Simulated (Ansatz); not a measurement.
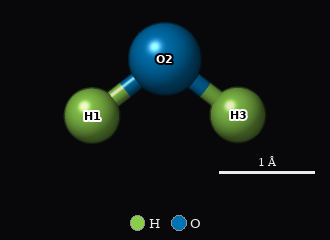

**Figure 1.** The input geometry (ball-and-stick view, seen on its broad side; atoms are numbered from 1 in the order of the input). Bond lengths as drawn: H–O 0.97 Å.

## H₂O: geometry relaxation

- system: H₂O
- method: RKS PBE-D4/def2-SVPD (Ansatz 0.2.0)

Figures and captions count atoms from 1; the log counts them from 0 in places.

### Log
```
The last accepted step is kept in [file] (removed where the run ends without a failure and the disk answers)
Engine: ansatz 0.2.0, x86_64-unknown-linux-gnu
Functional definition: PBE
  parameter kappa = 0.804
  parameter beta = 0.06672455060314922
  exchange = pbe_x(kappa = kappa, mu = beta*pi^2/3)
  correlation = pbe_c(beta = beta)
313 factors; their error is unknown
mean field evaluation 1: about -2070.7833 eV, gradient 5.5e1 eV
mean field evaluation 2: about -2043.9233 eV, gradient 1.3e2 eV
mean field evaluation 4: about -2076.1299 eV, gradient 6.8e-1 eV
mean field evaluation 8: about -2076.1182 eV, gradient 1.3e-1 eV
mean field -2076.11827441 eV, -76.2959393412 hartree, gradient 1.7e-5 eV, S^2 0.000000; 0 other end points of the search recorded, 0 dependent functions left out
the calculation of the forces begins
reference -2076.11830484 eV, -76.2959404595 hartree; 5, 5 occupied and 34, 34 virtual orbitals, 313 factors
relax step   1: F+E_penalty+E_count = -2076.12364083 eV  Δ(F+E_penalty+E_count) = +0.000e0 eV  max|allowed force component| = 2.038e-2 eV/Å  Δτ_max = 0.0000 Å  (23 SCF iters, accepted)
these checks for a lower state are left out or cut short: starts, cluster_reference, orbital_swaps, neighbouring_geometries, increment
313 factors; their error is unknown
mean field evaluation 16: about -2076.1308 eV, gradient 1.4e-1 eV
mean field -2076.11828518 eV, -76.2959397367 hartree, gradient 2.4e-5 eV, S^2 0.000000; 0 other end points of the search recorded, 0 dependent functions left out
the calculation of the forces begins
reference -2076.11831560 eV, -76.2959408549 hartree; 5, 5 occupied and 34, 34 virtual orbitals, 313 factors
relax step   2: F+E_penalty+E_count = -2076.12365244 eV  Δ(F+E_penalty+E_count) = -1.161e-5 eV  max|allowed force component| = 1.180e-2 eV/Å  Δτ_max = 0.0003 Å  (15 SCF iters, accepted)
these checks for a lower state are left out or cut short: starts, cluster_reference, orbital_swaps, neighbouring_geometries, increment
313 factors; their error is unknown
mean field -2076.11829027 eV, -76.2959399239 hartree, gradient 3.4e-5 eV, S^2 0.000000; 0 other end points of the search recorded, 0 dependent functions left out
the calculation of the forces begins
reference -2076.11832069 eV, -76.2959410419 hartree; 5, 5 occupied and 34, 34 virtual orbitals, 313 factors
relax step   3: F+E_penalty+E_count = -2076.12365866 eV  Δ(F+E_penalty+E_count) = -6.226e-6 eV  max|allowed force component| = 7.533e-4 eV/Å  Δτ_max = 0.0005 Å  (16 SCF iters, accepted)
313 factors; their error is unknown
mean field evaluation 32: about -2076.1308 eV, gradient 1.5e-1 eV
```

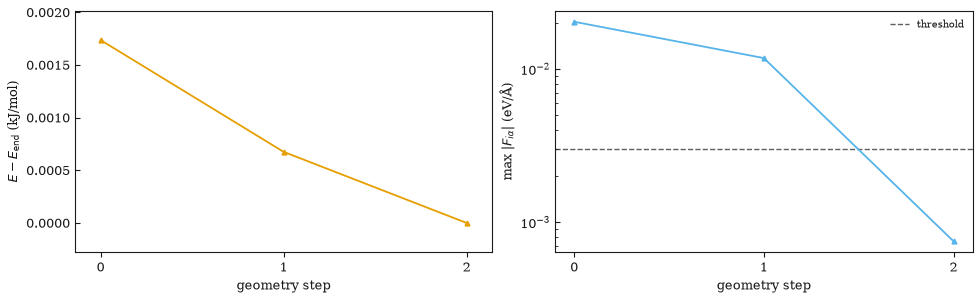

**Figure 2.** Progress of the relaxation, step by step (the first geometry is step 0 here and step 1 in the log). The energy falls by next to nothing (0.0 kJ/mol) in 2 geometry steps. The largest force component goes from 0.02 to 0.00075 eV/Å. No atom moves by more than 0.005 Å after the best rigid fit.

```
mean field -2076.11829027 eV, -76.2959399239 hartree, gradient 3.4e-5 eV, S^2 0.000000; 1 other end points of the search recorded, 0 dependent functions left out
the calculation of the forces begins
reference -2076.11832069 eV, -76.2959410419 hartree; 5, 5 occupied and 34, 34 virtual orbitals, 313 factors
Total energy: -2076.12368909 eV, -76.2961383267 hartree
Atom 0 at    -0.003664    -0.000000    -0.008914 Å, force    -0.000140     0.000000    -0.000753 eV/Å
Atom 1 at    -0.003854     0.000000     0.963193 Å, force    -0.000555    -0.000000     0.000430 eV/Å
Atom 2 at     0.937518     0.000000     1.205721 Å, force     0.000694     0.000000     0.000324 eV/Å
Dipole moment:     0.302693    -0.000000    -0.234546 e Å
```

### Trajectory as extended XYZ (Å, eV, eV/Å), 3 frames, from step=1 to step=3
```
3
Properties=species:S:1:pos:R:3:forces:R:3 step=1 energy=-2076.12364
H    -0.0044    0.0000   -0.0092    0.0115   0.0000  -0.0062
O    -0.0032    0.0000    0.9627   -0.0204   0.0000   0.0158
H     0.9376    0.0000    1.2066    0.0089   0.0000  -0.0096
3
Properties=species:S:1:pos:R:3:forces:R:3 step=2 energy=-2076.12365
H    -0.0041    0.0000   -0.0091    0.0068   0.0000  -0.0034
O    -0.0035    0.0000    0.9629   -0.0118   0.0000   0.0091
H     0.9376    0.0000    1.2062    0.0050   0.0000  -0.0058
3
Properties=species:S:1:pos:R:3:forces:R:3 step=3 energy=-2076.12366
H    -0.0037    0.0000   -0.0089   -0.0001   0.0000  -0.0008
O    -0.0039    0.0000    0.9632   -0.0006   0.0000   0.0004
H     0.9375    0.0000    1.2057    0.0007   0.0000   0.0003
```

The run was set up as follows.

### The input
```yaml
crystal:
  periodic: [false, false, false]
  atoms:
    - { symbol: H, position_ang: [-0.004442, 0.0, -0.009228] }
    - { symbol: O, position_ang: [-0.003186, 0.0, 0.962675] }
    - { symbol: H, position_ang: [0.937628, 0.0, 1.206553] }
basis:
  gaussian: { orbitals: def2-SVPD }
hamiltonian:
  xc: pbe
  dispersion: d4
output:
  forces: true
relax:
  f_tol: 0.003
  max_steps: 120
```

Command:
```bash
ansatz run input.yaml --threads 1 --pin off --max-ram 2560MiB --backend cpu --events-out ev --progress --plain --runs-dir out
```

### Results in brief

- outcome: converged
- total energy: −2076.1237 eV
- mean-field energy: −2076.1183 eV
- largest force (length of the vector) at the end: 0.001 eV/Å
- hardware: 1 thread of Intel Xeon @ 2.50GHz (Skylake/Cascade Lake), 189 GiB of memory available, shared host
- wall time: 2.9 s
- peak memory: 0.092 GiB
